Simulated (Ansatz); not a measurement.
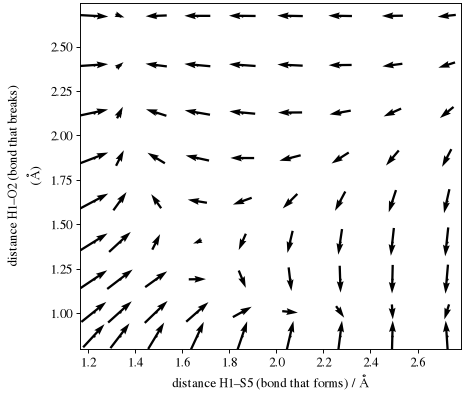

The reacting system C2H4OS (one molecule; an intramolecular 1,3-shift). Coordinates scanned: (1) distance H1–S5 (bond that forms); (2) distance H1–O2 (bond that breaks). Relaxed at each point: all other coordinates. The grid has 9 × 9 points. Points are written as (first, second). The reference is spin-restricted, so regions where a bond is pulled apart into radicals lie too high. Level of theory: RKS r2SCAN-D4/def2-SVP (Ansatz 0.2.0).

The picture shows dots at the grid points, arrows along the force (downhill), their lengths compressed.

Q: The arrows alone are given. Where are the wells?

A: The arrows converge at about (1.35 Å, 2.57 Å); (2.493 Å, 1.007 Å) (0.15 eV up) (read from the interpolated surface).

The energy map of the same scan:

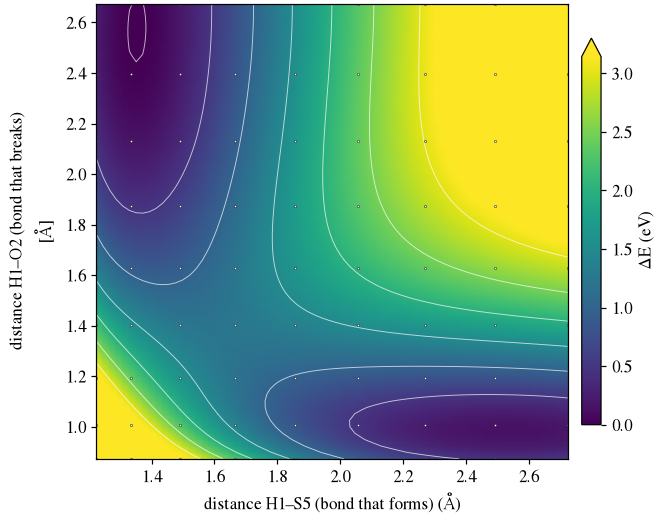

Energies are in eV, from the lowest grid point; between grid points the surface is interpolated.
